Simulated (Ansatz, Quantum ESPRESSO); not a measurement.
# Ru(0001), 5 layers against a metal electrode: the electrode's level over the Fermi level at a withheld member of a series

Method. Quantum ESPRESSO 7.5, PBE, GBRV ultrasoft. The slab is relaxed neutral, then held. ESM with bc3: vacuum below and a metal electrode about 6 Å above the top atoms. Cold smearing of 0.02 Ry. Charges are set per cell from the starting area. The slabs take the lattice constants of the bulk relaxed by the same program. The series steps the charge of the slab (positive: electrons removed).

```
charge of the slab  electrode's level over the Fermi level (eV)
     1 ×10¹³ e/cm²                                        5.731
     2 ×10¹³ e/cm²                                        6.497
     3 ×10¹³ e/cm²                                        7.270
   4.5 ×10¹³ e/cm²                                        8.438
     6 ×10¹³ e/cm²                                        9.618
     7 ×10¹³ e/cm²                                       10.410
```

One more run was made and is withheld. What is the electrode's level over the Fermi level at 8 ×10¹³ e/cm²?

**Worked estimate.** The rows at 6 ×10¹³ e/cm² and 7 ×10¹³ e/cm² give a slope of (10.410 − (9.618))/(7 − (6)) = 0.792, so a straight line gives 11.202 eV. A parabola through these and the row at 4.5 ×10¹³ e/cm² gives 11.206 eV.

**The withheld run.** 11.206 eV. The line misses by −0.004 and the parabola by 0.000 eV. Both misses are under 5 % of the step from the nearer row.

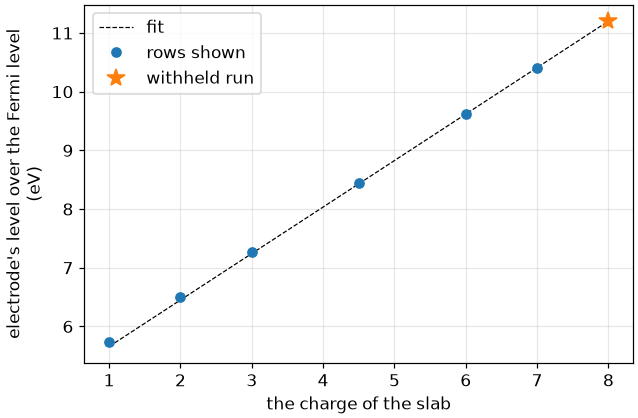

The rows shown, the fit and the withheld run.

**Limits.** Vacuum fills the gap; ions don't answer the charge; added electrons can spill towards the electrode at the most negative charges. Charges count on the starting cell, which the relaxation changed by some per cent. Members without a usable value, or on the other side of zero field or charge, are not listed.

[Logs are printed without paths, hosts, clocks, repeated set-up lines and the standing remarks that a program may print on its own settings, such as how far it seeks lower states.]
